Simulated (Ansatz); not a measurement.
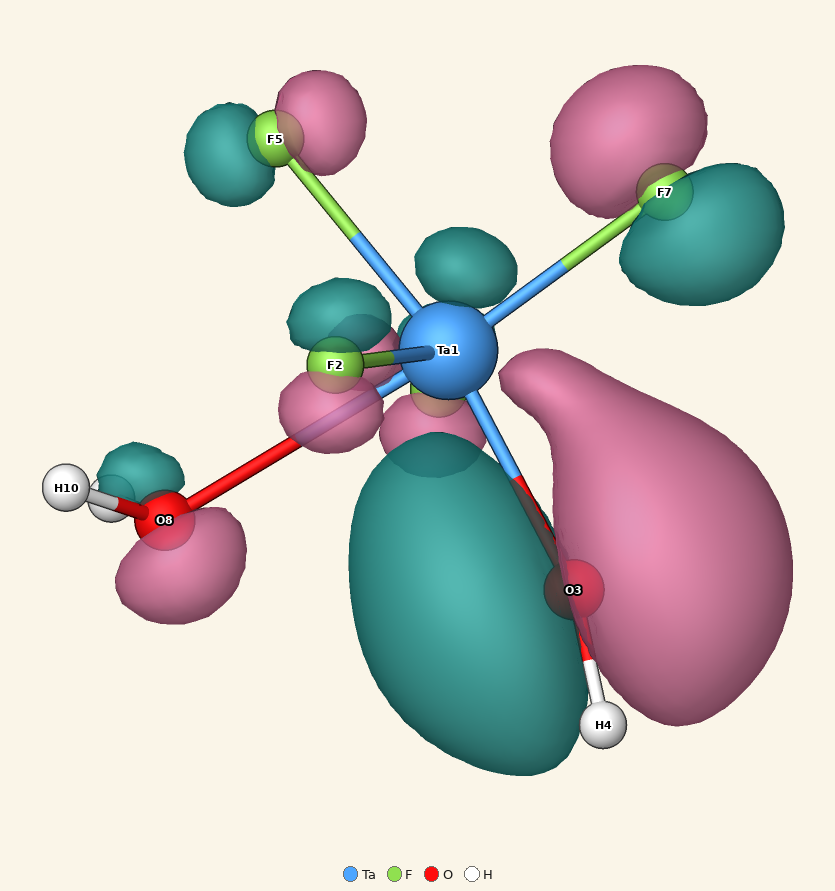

*F4H3O2Ta. The HOMO−1 at ±0.1 Å⁻³ᐟ² (teal and pink are the two phases), seen at a tilt.*

Core potentials replace the inner electrons of Ta.

These are results of RKS B3LYP-D4/def2-SVP in Ansatz, not measurements.

Input file:

```
crystal:
  periodic: [false, false, false]
  atoms:
    - { symbol: Ta, position_ang: [-0.157141, -0.257559, -0.009486] }
    - { symbol: F, position_ang: [1.741744, -0.35419, 0.230574] }
    - { symbol: O, position_ang: [-0.398421, -0.746049, 1.796475] }
    - { symbol: H, position_ang: [-0.447664, -0.976515, 2.726735] }
    - { symbol: F, position_ang: [0.236605, 0.365535, -1.756855] }
    - { symbol: F, position_ang: [-1.433594, 1.106019, 0.126066] }
    - { symbol: F, position_ang: [-0.902944, -1.826474, -0.683017] }
    - { symbol: O, position_ang: [1.488224, 2.249649, 1.117904] }
    - { symbol: H, position_ang: [1.434515, 2.322015, 2.082219] }
    - { symbol: H, position_ang: [2.200276, 1.584269, 0.967684] }
basis:
  gaussian: { orbitals: def2-SVP }
hamiltonian:
  xc: b3lyp
  dispersion: d4
relax:
  f_tol: 0.03
  max_steps: 50
output:
  orbitals: {}
```

Launched as:

```sh
ansatz run input.yaml --threads 4 --pin off --max-ram 5120MiB --backend cpu --events-out ev --progress --plain --runs-dir out
```

The fields are those of the run's last geometry, not of the input's.

Where does this orbital lie, and at what energy?

It lies mainly on O3 (about 70 %) and F7 (about 10 %); largely a lone pair of O3. Its energy is −9.74 eV.
